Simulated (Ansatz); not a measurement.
# C2H2FGaS: one species, many methods, part 2 of 2

Ansatz 0.2.0, Gaussian basis; functionals in def2-TZVPP, the program's frozen cores in correlated methods. The steps go on from the part before.

### Step 14. CAM-B3LYP-D4 (range-separated)

in.yaml

```yaml
crystal:
  periodic: [false, false, false]
  atoms:
    - {symbol: C, position_ang: [-0.061374, 0.419249, 2.154505]}
    - {symbol: C, position_ang: [0.368654, -0.222835, 1.232354]}
    - {symbol: S, position_ang: [1.019953, -1.167956, 0.005144]}
    - {symbol: Ga, position_ang: [0.002770, -0.285715, -1.744547]}
    - {symbol: F, position_ang: [-1.095597, 1.027532, -1.408511]}
    - {symbol: H, position_ang: [-0.448851, 0.993994, 2.961933]}
    - {symbol: H, position_ang: [0.214434, -0.764279, -3.200887]}
basis:
  gaussian: {orbitals: def2-TZVPP}
hamiltonian: {xc: {name: CAM-B3LYP}, dispersion: d4}
output: {orbitals: {seedname: orbitals}}
```

On the command line:

```console
> ansatz run in.yaml --threads 4 --pin off --events-out ev --progress --plain --max-ram 10444MiB
```

The log of the run, shortened:

```text
Functional definition: CAM-B3LYP
  name "CAM-B3LYP"
  cite "Yanai, Tew & Handy, Chem. Phys. Lett. 393, 51 (2004) doi:10.1016/j.cplett.2004.06.011"
  cite "Iikura, Tsuneda, Yanai & Hirao, J. Chem. Phys. 115, 3540 (2001) doi:10.1063/1.1383587"
  cite "Becke, Phys. Rev. A 38, 3098 (1988) doi:10.1103/PhysRevA.38.3098"
  cite "Lee, Yang & Parr, Phys. Rev. B 37, 785 (1988) doi:10.1103/PhysRevB.37.785"
  cite "Vosko, Wilk & Nusair, Can. J. Phys. 58, 1200 (1980) doi:10.1139/p80-159"
[...]
  # Exact exchange under (alpha + beta erf(omega r))/r, Becke's under what is left of 1/r.
[...]
1333 factors; their error is unknown
273 factors; integrals over basis functions are off by at most 1.1e-5 eV
[...]
mean field -68040.68860098 eV, -2500.4491864507 hartree, gradient 5.8e-5 eV, S^2 0.000000; 0 other end points of the search recorded, 0 dependent functions left out
reference -68040.68872667 eV, -2500.4491910699 hartree; 35, 35 occupied and 176, 176 virtual orbitals, 1333 factors
Total energy: -68040.85281519 eV, -2500.4552212117 hartree
```

Run time: 3.3 s. Hardware: 4 threads of Arm Neoverse V1, shared host; peak memory 0.61 GiB.

With the free atoms at this level, -68014.056 eV in sum, the atomisation energy is 618.0 kcal/mol. HOMO -8.45 eV, LUMO -0.64 eV.

### Step 15. LC-ωPBE (range-separated)

in.yaml, as its differences from that of step 14:

```diff
@@ -12,3 +12,3 @@
   gaussian: {orbitals: def2-TZVPP}
-hamiltonian: {xc: {name: CAM-B3LYP}, dispersion: d4}
+hamiltonian: {xc: {name: LC-wPBE}}
 output: {orbitals: {seedname: orbitals}}
```

Launched as before.

The log of the run, shortened:

```text
Functional definition: LC-wPBE
  name "LC-wPBE"
  cite "Vydrov & Scuseria, J. Chem. Phys. 125, 234109 (2006) doi:10.1063/1.2409292"
  cite "Heyd & Scuseria, J. Chem. Phys. 120, 7274 (2004) doi:10.1063/1.1668634"
  cite "Ernzerhof & Perdew, J. Chem. Phys. 109, 3313 (1998) doi:10.1063/1.476928"
  cite "Perdew, Burke & Ernzerhof, Phys. Rev. Lett. 77, 3865 (1996) doi:10.1103/PhysRevLett.77.3865"
  parent pbe
[...]
1286 factors; their error is unknown
353 factors; integrals over basis functions are off by at most 2.3e-5 eV
[...]
mean field -68025.74231190 eV, -2499.8999204580 hartree, gradient 5.5e-5 eV, S^2 0.000000; 0 other end points of the search recorded, 0 dependent functions left out
reference -68025.74231190 eV, -2499.8999204583 hartree; 35, 35 occupied and 176, 176 virtual orbitals, 1286 factors
Total energy: -68025.74231190 eV, -2499.8999204583 hartree
```

It took 2.5 s on 4 threads of Arm Neoverse V1, shared host; peak memory 0.37 GiB.

With the free atoms at this level, -67998.878 eV in sum, the atomisation energy is 619.5 kcal/mol. HOMO -9.78 eV, LUMO 0.55 eV.

### Step 16. ωB97X-V (range-separated)

in.yaml, as its differences from that of step 15:

```diff
@@ -12,3 +12,3 @@
   gaussian: {orbitals: def2-TZVPP}
-hamiltonian: {xc: {name: LC-wPBE}}
+hamiltonian: {xc: {name: wB97X-V}}
 output: {orbitals: {seedname: orbitals}}
```

Same command.

The log of the run, shortened:

```text
Functional definition: wB97X-V
  name "wB97X-V"
  cite "Mardirossian & Head-Gordon, Phys. Chem. Chem. Phys. 16, 9904 (2014) doi:10.1039/C3CP54374A"
  cite "Becke, J. Chem. Phys. 107, 8554 (1997) doi:10.1063/1.475007"
  cite "Vydrov & Van Voorhis, J. Chem. Phys. 133, 244103 (2010) doi:10.1063/1.3521275"
[...]
      + integral(e_c_pw_opposite_spin*poly(b97_u_opposite, cos0, cos1)) + vv10(b, c)
1328 factors; their error is unknown
272 factors; integrals over basis functions are off by at most 8.4e-6 eV
[...]
mean field -68030.87990994 eV, -2500.0887237038 hartree, gradient 4.3e-5 eV, S^2 0.000000; 0 other end points of the search recorded, 0 dependent functions left out
reference -68030.87990795 eV, -2500.0887236307 hartree; 35, 35 occupied and 176, 176 virtual orbitals, 1328 factors
Total energy: -68030.87990795 eV, -2500.0887236307 hartree
```

Wall time 7.5 s (4 threads of Arm Neoverse V1, shared host); peak memory 0.66 GiB.

Atomisation energy: 621.4 kcal/mol (free atoms -68003.935 eV, run apart). HOMO -9.41 eV, LUMO 0.41 eV.

### Step 17. ωB97M-V (range-separated)

in.yaml, as its differences from that of step 16:

```diff
@@ -12,3 +12,3 @@
   gaussian: {orbitals: def2-TZVPP}
-hamiltonian: {xc: {name: wB97X-V}}
-output: {orbitals: {seedname: orbitals}}
+hamiltonian: {xc: {name: wB97M-V}}
+output: {forces: true, orbitals: {seedname: orbitals}}
```

The command is unchanged.

The log of the run, shortened:

```text
Functional definition: wB97M-V
  name "wB97M-V"
  cite "Mardirossian & Head-Gordon, J. Chem. Phys. 144, 214110 (2016) doi:10.1063/1.4952647"
  cite "Becke, J. Chem. Phys. 107, 8554 (1997) doi:10.1063/1.475007"
  cite "Vydrov & Van Voorhis, J. Chem. Phys. 133, 244103 (2010) doi:10.1063/1.3521275"
  # Of w^i u^j: cxij and so on, Table III.
[...]
  gx(w, u) = 1 - cx + cx01*u + cx10*w
  gss(w, u) = css00 + css04*u^4 + css10*w + css20*w^2 + css43*w^4*u^3
  gos(w, u) = cos00 + cos10*w + (cos20 + cos21*u)*w^2 + (cos60 + cos61*u)*w^6
[...]
      + integral(e_c_pw_mod_opposite_spin*gos(b97_w_opposite, b97_u_opposite)) + vv10(b, c)
1328 factors; their error is unknown
272 factors; integrals over basis functions are off by at most 8.4e-6 eV
[...]
mean field -68034.19331420 eV, -2500.2104890642 hartree, gradient 6.6e-5 eV, S^2 0.000000; 0 other end points of the search recorded, 0 dependent functions left out
[...]
reference -68034.19336240 eV, -2500.2104908356 hartree; 35, 35 occupied and 176, 176 virtual orbitals, 1328 factors
Total energy: -68034.19336240 eV, -2500.2104908356 hartree
Atom 0 at    -0.061374     0.419249     2.154505 Å, force     0.086718    -0.134760    -0.218805 eV/Å
Atom 1 at     0.368654    -0.222835     1.232354 Å, force    -0.298895     0.437225     0.585604 eV/Å
Atom 2 at     1.019953    -1.167956     0.005144 Å, force     0.155097    -0.237657    -0.370270 eV/Å
Atom 3 at     0.002770    -0.285715    -1.744547 Å, force     0.100234    -0.133737    -0.116378 eV/Å
Atom 4 at    -1.095597     1.027532    -1.408511 Å, force    -0.050344     0.062494     0.029672 eV/Å
Atom 5 at    -0.448851     0.993994     2.961933 Å, force     0.030070    -0.044058    -0.059507 eV/Å
Atom 6 at     0.214434    -0.764279    -3.200887 Å, force    -0.022879     0.050493     0.149684 eV/Å
Dipole moment:     0.124646    -0.177054    -0.210957 e Å
```

Wall time 11 s (4 threads of Arm Neoverse V1, shared host); peak memory 0.76 GiB.

With the free atoms at this level, -68007.281 eV in sum, the atomisation energy is 620.6 kcal/mol. HOMO -9.28 eV, LUMO 0.20 eV.

### Step 18. B2PLYP (double hybrid)

in.yaml, as its differences from that of step 17:

```diff
@@ -12,3 +12,2 @@
   gaussian: {orbitals: def2-TZVPP}
-hamiltonian: {xc: {name: wB97M-V}}
-output: {forces: true, orbitals: {seedname: orbitals}}
+hamiltonian: {xc: {name: B2PLYP}}
```

The command is unchanged.

The log of the run, shortened:

```text
Functional definition: B2PLYP
  name "B2PLYP"
  cite "Grimme, J. Chem. Phys. 124, 034108 (2006) doi:10.1063/1.2148954"
  cite "Becke, Phys. Rev. A 38, 3098 (1988) doi:10.1103/PhysRevA.38.3098"
  cite "Lee, Yang & Parr, Phys. Rev. B 37, 785 (1988) doi:10.1103/PhysRevB.37.785"
[...]
1313 factors; integrals over basis functions are off by at most 1.0e-3 eV
[...]
mean field -68013.97287875 eV, -2499.4674017676 hartree, gradient 4.0e-6 eV, S^2 0.000000; 0 other end points of the search recorded, 0 dependent functions left out
17 core orbitals not correlated: weight in the atoms' cores, before any rotation towards them, 1.000 or more for the frozen orbitals, at most 0.000 for the correlated occupied ones
reference -68013.97304155 eV, -2499.4674077502 hartree; 18, 18 occupied and 176, 176 virtual orbitals, 1313 factors
second order -31.61522990 eV of doubles, -0.00000000 eV of singles
Total energy: -68022.50915362 eV, -2499.7811040829 hartree
```

Wall time 5.5 s (4 threads of Arm Neoverse V1, shared host); peak memory 0.52 GiB.

Atomisation energy: 614.0 kcal/mol (free atoms -67995.882 eV, run apart).

### Step 19. PBE-QIDH (double hybrid)

in.yaml, as its differences from that of step 18:

```diff
@@ -12,2 +12,2 @@
   gaussian: {orbitals: def2-TZVPP}
-hamiltonian: {xc: {name: B2PLYP}}
+hamiltonian: {xc: {name: PBE-QIDH}}
```

Same command.

The log of the run, shortened:

```text
Functional definition: PBE-QIDH
  name "PBE-QIDH"
  cite "Brémond, Sancho-García, Pérez-Jiménez & Adamo, J. Chem. Phys. 141, 031101 (2014) doi:10.1063/1.4890314"
  cite "Perdew, Burke & Ernzerhof, Phys. Rev. Lett. 77, 3865 (1996) doi:10.1103/PhysRevLett.77.3865"
[...]
1313 factors; integrals over basis functions are off by at most 1.0e-3 eV
[...]
mean field -68001.20525481 eV, -2498.9982002418 hartree, gradient 3.3e-6 eV, S^2 0.000000; 0 other end points of the search recorded, 0 dependent functions left out
17 core orbitals not correlated: weight in the atoms' cores, before any rotation towards them, 1.000 or more for the frozen orbitals, at most 0.000 for the correlated occupied ones
reference -68001.20526697 eV, -2498.9982006888 hartree; 18, 18 occupied and 176, 176 virtual orbitals, 1313 factors
second order -29.13198311 eV of doubles, -0.00000000 eV of singles
Total energy: -68010.91592801 eV, -2499.3550608998 hartree
```

Wall time 5.5 s (4 threads of Arm Neoverse V1, shared host); peak memory 0.52 GiB.

With the free atoms at this level, -67984.015 eV in sum, the atomisation energy is 620.4 kcal/mol.

### Step 20. Orbital energies across the functionals

Dipoles come from the runs that computed forces. Levels, from each run's orbital file:

| functional | HOMO (eV) | LUMO (eV) | gap (eV) | dipole (D) |
| --- | --- | --- | --- | --- |
| LDA (SPW92) | -6.29 | -2.57 | 3.72 |  |
| PBE-D4 | -6.10 | -2.29 | 3.82 | 1.35 |
| revPBE-D4 | -6.04 | -2.17 | 3.87 |  |
| BLYP-D4 | -5.94 | -2.23 | 3.71 |  |
| r2SCAN-D4 | -6.32 | -2.05 | 4.27 | 1.36 |
| B97M-V | -6.34 | -2.20 | 4.13 |  |
| PBE0-D4 | -7.20 | -1.52 | 5.68 |  |
| B3LYP-D4 | -6.98 | -1.79 | 5.19 | 1.44 |
| r2SCANh-D4 | -6.73 | -1.77 | 4.95 |  |
| r2SCAN0-D4 | -7.35 | -1.37 | 5.97 |  |
| HSE06-D4 | -6.81 | -1.88 | 4.92 |  |
| BHLYP-D4 | -8.15 | -0.79 | 7.37 |  |
| CAM-B3LYP-D4 | -8.45 | -0.64 | 7.81 |  |
| LC-ωPBE | -9.78 | 0.55 | 10.33 |  |
| ωB97X-V | -9.41 | 0.41 | 9.83 |  |
| ωB97M-V | -9.28 | 0.20 | 9.48 | 1.45 |

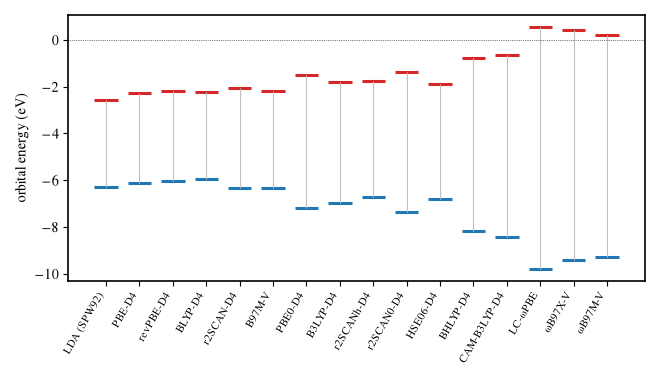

Highest occupied (blue) and lowest empty (red) level by functional.

### Step 21. CCSD(T) in def2-SVP

in.yaml, as its differences from that of step 19:

```diff
@@ -11,3 +11,3 @@
 basis:
-  gaussian: {orbitals: def2-TZVPP}
-hamiltonian: {xc: {name: PBE-QIDH}}
+  gaussian: {orbitals: def2-SVP}
+correlation: {method: ccsd_t}
```

Same command.

The log of the run, shortened:

```text
Functional definition: HF
  name "HF"
  cite "Fock, Z. Phys. 61, 126 (1930) doi:10.1007/BF01340294"
  parent pbe
[...]
1001 factors; integrals over basis functions are off by at most 1.0e-3 eV
[...]
mean field -67936.00285250 eV, -2496.6020561527 hartree, gradient 1.6e-6 eV, S^2 0.000000; 0 other end points of the search recorded, 0 dependent functions left out
17 core orbitals not correlated: weight in the atoms' cores, before any rotation towards them, 1.000 or more for the frozen orbitals, at most 0.000 for the correlated occupied ones
reference -67936.00285250 eV, -2496.6020561527 hartree; 18, 18 occupied and 67, 67 virtual orbitals, 1001 factors
second order -20.99627349 eV of doubles, -0.00000000 eV of singles
cycle   1  -20.60843143 eV  change    3.9e-1 eV  update   1.3e-1
[...]
cycle   9  -21.43041389 eV  change   -7.0e-6 eV  update   3.9e-5
perturbative correction -0.73929864 eV, -0.0271687238 hartree
Total energy: -67958.17256503 eV, -2497.4167780609 hartree
```

It took 5.5 s on 4 threads of Arm Neoverse V1, shared host; peak memory 0.42 GiB.

### Step 22. CCSD(T) in def2-TZVPP

in.yaml, as its differences from that of step 21:

```diff
@@ -11,3 +11,4 @@
 basis:
-  gaussian: {orbitals: def2-SVP}
+  gaussian: {orbitals: def2-TZVPP}
 correlation: {method: ccsd_t}
+output: {orbitals: {seedname: orbitals}}
```

Same command.

The log of the run, shortened:

```text
Functional definition: HF
  name "HF"
  cite "Fock, Z. Phys. 61, 126 (1930) doi:10.1007/BF01340294"
  parent pbe
[...]
1313 factors; integrals over basis functions are off by at most 1.0e-3 eV
[...]
mean field -67952.45929562 eV, -2497.2068192827 hartree, gradient 2.8e-6 eV, S^2 0.000000; 0 other end points of the search recorded, 0 dependent functions left out
17 core orbitals not correlated: weight in the atoms' cores, before any rotation towards them, 1.000 or more for the frozen orbitals, at most 0.000 for the correlated occupied ones
reference -67952.45929562 eV, -2497.2068192827 hartree; 18, 18 occupied and 176, 176 virtual orbitals, 1313 factors
second order -25.67710105 eV of doubles, -0.00000000 eV of singles
cycle   1  -25.11830204 eV  change    5.6e-1 eV  update   1.4e-1
[...]
cycle   9  -26.05742197 eV  change   -2.6e-5 eV  update   4.4e-5
perturbative correction -1.20066729 eV, -0.0441237091 hartree
Total energy: -67979.71738488 eV, -2498.2085355868 hartree
```

Wall time 1.7 min (4 threads of Arm Neoverse V1, shared host); peak memory 3 GiB.

### Step 23. MP2 in def2-QZVPP

in.yaml, as its differences from that of step 22:

```diff
@@ -11,4 +11,3 @@
 basis:
-  gaussian: {orbitals: def2-TZVPP}
-correlation: {method: ccsd_t}
-output: {orbitals: {seedname: orbitals}}
+  gaussian: {orbitals: "def2-QZVPP.json"}
+correlation: {method: mp2}
```

Launched as before.

The log of the run:

```text
Functional definition: HF
  name "HF"
  cite "Fock, Z. Phys. 61, 126 (1930) doi:10.1007/BF01340294"
  parent pbe
  exchange = exact_x
  correlation = 0
2427 factors; integrals over basis functions are off by at most 7.5e-4 eV
mean field evaluation 1: about -67949.3937 eV, gradient 4.4e1 eV
mean field evaluation 2: about -67949.5355 eV, gradient 4.4e1 eV
mean field evaluation 4: about -67953.9972 eV, gradient 4.4e0 eV
mean field evaluation 8: about -67954.0752 eV, gradient 5.0e-1 eV
mean field evaluation 16: about -67954.0761 eV, gradient 2.3e-6 eV
mean field -67954.07614297 eV, -2497.2662373270 hartree, gradient 2.3e-6 eV, S^2 0.000000; 0 other end points of the search recorded, 0 dependent functions left out
17 core orbitals not correlated: weight in the atoms' cores, before any rotation towards them, 1.000 or more for the frozen orbitals, at most 0.000 for the correlated occupied ones
reference -67954.07614297 eV, -2497.2662373270 hartree; 18, 18 occupied and 355, 355 virtual orbitals, 2427 factors
second order -34.00683219 eV of doubles, -0.00000000 eV of singles
Total energy: -67988.08297516 eV, -2498.5159653592 hartree
```

It took 16 s on 4 threads of Arm Neoverse V1, shared host; peak memory 1.8 GiB.

The pieces so far (eV):

| basis | HF | MP2 correlation | CCSD correlation | (T) | total |
| --- | --- | --- | --- | --- | --- |
| def2-SVP | -67936.0029 | -20.9963 | -21.4304 | -0.7393 | -67958.1726 |
| def2-TZVPP | -67952.4593 | -25.6771 | -26.0574 | -1.2007 | -67979.7174 |
| def2-QZVPP | -67954.0761 | -34.0068 |  |  | -67988.0830 (MP2) |

The report of the def2-TZVPP run gives T1 = 0.0145.

### Step 24. From triple and quadruple zeta to the limit

This step is arithmetic on the last runs, with X = 3 and 4: exp(−7.88√X) for Hartree-Fock, X^−2.97 for correlation; only MP2 was run in the larger set, so CCSD(T) minus MP2 is added from the smaller one.

| level | energy at the limit (eV) |
| --- | --- |
| HF | -67954.2988 |
| MP2 | -67994.4758 |
| CCSD | -67994.8562 |
| CCSD(T) | -67996.0568 |

This is no true limit for total energies: MP2 correlation changes by a factor of 1.32 from triple to quadruple zeta (about 1.07 in light molecules), because outer-core shells are correlated in sets not made for them. Much of that cancels between molecule and atoms or ions.

### Step 25. RPA on PBE orbitals

in.yaml, as its differences from that of step 23:

```diff
@@ -11,3 +11,4 @@
 basis:
-  gaussian: {orbitals: "def2-QZVPP.json"}
-correlation: {method: mp2}
+  gaussian: {orbitals: def2-TZVPP}
+hamiltonian: {xc: pbe}
+correlation: {method: rpa}
```

Same command.

The log of the run, shortened:

```text
Functional definition: PBE
  name "PBE"
  cite "Perdew, Burke & Ernzerhof, Phys. Rev. Lett. 77, 3865 (1996) doi:10.1103/PhysRevLett.77.3865"
  parent pbe
[...]
1313 factors; integrals over basis functions are off by at most 1.0e-3 eV
[...]
mean field -68021.15073987 eV, -2499.7311832984 hartree, gradient 2.0e-6 eV, S^2 0.000000; 0 other end points of the search recorded, 0 dependent functions left out
17 core orbitals not correlated: weight in the atoms' cores, before any rotation towards them, 1.000 or more for the frozen orbitals, at most 0.000 for the correlated occupied ones
reference -67950.30037335 eV, -2497.1274803526 hartree; 18, 18 occupied and 176, 176 virtual orbitals, 1313 factors
Total energy: -67990.21947548 eV, -2498.5944802980 hartree
```

Run time: 4.3 s. Hardware: 4 threads of Arm Neoverse V1, shared host; peak memory 0.46 GiB.

RPA correlation: -39.919 eV. No RPA run of the hydrogen atom was made, so RPA has no atomisation energy below.

### Step 26. All levels against the reference

Free atoms (2 C, 1 S, 1 Ga, 1 F, 2 H) were run apart at each level; the atomisation energy is their sum less the molecule, without zero-point or spin-orbit terms.

Differences are taken before rounding.

| method | rung | atoms, summed (eV) | atomisation energy (kcal/mol) | from CCSD(T)/CBS (kcal/mol) | time |
| --- | --- | --- | --- | --- | --- |
| LDA (SPW92) | LDA | -67851.105 | 728.9 | +107.8 | 1.1 s |
| PBE-D4 | GGA | -67993.467 | 642.7 | +21.6 | 2.2 s |
| revPBE-D4 | GGA | -68005.240 | 621.9 | +0.9 | 1.9 s |
| BLYP-D4 | GGA | -68013.562 | 620.1 | -0.9 | 2 s |
| r2SCAN-D4 | meta-GGA | -68008.511 | 626.4 | +5.3 | 4.4 s |
| B97M-V | meta-GGA | -67998.198 | 625.5 | +4.5 | 7 s |
| PBE0-D4 | hybrid | -67996.216 | 623.1 | +2.0 | 2.9 s |
| B3LYP-D4 | hybrid | -68014.504 | 615.1 | -5.9 | 4.1 s |
| r2SCANh-D4 | hybrid | -68008.180 | 619.1 | -2.0 | 4.9 s |
| r2SCAN0-D4 | hybrid | -68007.710 | 608.7 | -12.4 | 5.5 s |
| HSE06-D4 | hybrid | -67995.749 | 623.7 | +2.6 | 3.1 s |
| BHLYP-D4 | hybrid | -68010.622 | 589.1 | -32.0 | 2.9 s |
| CAM-B3LYP-D4 | range-separated | -68014.056 | 618.0 | -3.1 | 3.3 s |
| LC-ωPBE | range-separated | -67998.878 | 619.5 | -1.6 | 2.5 s |
| ωB97X-V | range-separated | -68003.935 | 621.4 | +0.3 | 7.5 s |
| ωB97M-V | range-separated | -68007.281 | 620.6 | -0.5 | 11 s |
| B2PLYP | double hybrid | -67995.882 | 614.0 | -7.0 | 5.5 s |
| PBE-QIDH | double hybrid | -67984.015 | 620.4 | -0.7 | 5.5 s |
| HF/def2-TZVPP | wavefunction | -67933.821 | 429.8 | -191.3 |  |
| MP2/def2-TZVPP | wavefunction | -67950.790 | 630.6 | +9.6 |  |
| CCSD/def2-TZVPP | wavefunction | -67952.973 | 589.1 | -32.0 |  |
| CCSD(T)/def2-SVP | wavefunction | -67932.848 | 584.0 | -37.1 | 5.5 s |
| CCSD(T)/def2-TZVPP | wavefunction | -67953.507 | 604.4 | -16.7 | 1.7 min |
| MP2/CBS | wavefunction | -67966.407 | 647.3 | +26.2 |  |
| CCSD(T)/CBS | wavefunction | -67969.125 | 621.1 | 0 | 2 min |

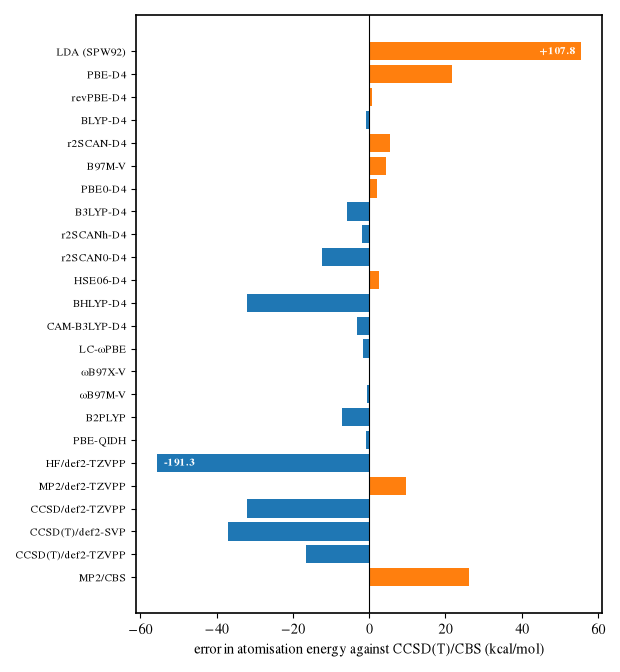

Error of each method against CCSD(T)/CBS. Bars with a number in them are cut short.

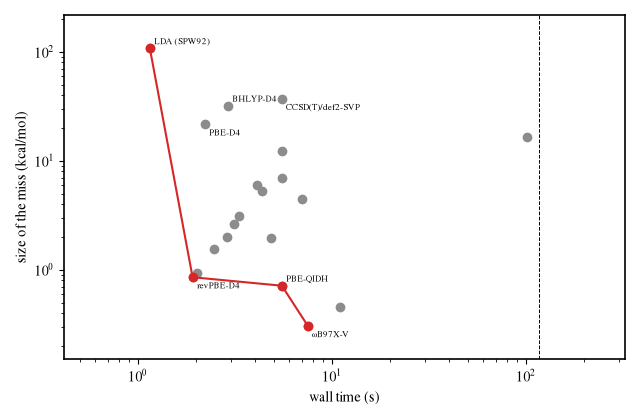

Accuracy for the time spent; red marks the levels that beat every quicker one drawn (of those quicker than the yardstick), and the dashed line is the time of CCSD(T)/CBS. Only those levels and the largest misses are named. Times are from a shared host.

LDA (SPW92), LC-ωPBE, B2PLYP, PBE-QIDH carry no dispersion term (for B3LYP, D4 adds 7.0 kcal/mol).

Times are those of the molecule's run; HF, MP2 and CCSD come out of the CCSD(T) runs, and the limit's time is the sum of the runs that it needs.

### Step 27. Summary of results

What follows sums up all 2 parts.

| quantity | value |
| --- | --- |
| atomisation energy, CCSD(T)/CBS | 621.1 kcal/mol |
| functionals within 6.2 kcal/mol (1.0 %) | revPBE-D4, BLYP-D4, r2SCAN-D4, B97M-V, PBE0-D4, B3LYP-D4, r2SCANh-D4, HSE06-D4, CAM-B3LYP-D4, LC-ωPBE, ωB97X-V, ωB97M-V, PBE-QIDH |
| farthest beyond LDA | BHLYP-D4 (-32.0 kcal/mol) |
| mean size of error, GGA | 7.8 kcal/mol |
| mean size of error, meta-GGA | 4.9 kcal/mol |
| mean size of error, hybrid | 9.5 kcal/mol |
| mean size of error, range-separated | 1.4 kcal/mol |
| mean size of error, double hybrid | 3.9 kcal/mol |
| gap, smallest and largest | 3.71 eV (BLYP-D4), 10.33 eV (LC-ωPBE) |
| T1 diagnostic | 0.0145 |
| triples share of the correlation energy | 4.4 % |

In words: The LDA atomisation energy is off by 107.8 kcal/mol (17 %): it overbinds. PBE-D4 misses by +21.6 kcal/mol. Double hybrids carry the basis error of their MP2 part in triple zeta, and no dispersion term here, so their miss is partly the set-up's. The rungs range-separated, double hybrid, meta-GGA miss on average by less than the doubt on the reference (6.2 kcal/mol), so they tie. The reference freezes the cores and leaves out relativity and excitations past (T), and its outer-core shells are covered unevenly, so misses under about 6.2 kcal/mol can't be ranked. Hartree-Fock recovers 69 % of the binding; the rest is correlation. CCSD(T) in def2-SVP is off by -37.1 kcal/mol, so the small basis spoils what the method gains. The gap grows from 3.7 to 10.3 eV across the functionals, mostly with the share of exact exchange. Correlated methods include outer-core shells of Ga, which these sets cover unevenly.

ωB97X-V reaches 0.3 kcal/mol from the reference in 7.5 s, where CCSD(T)/CBS took 2 min; the quickest level in the cost chart, LDA (SPW92), takes 1.1 s and misses by 107.8 kcal/mol.
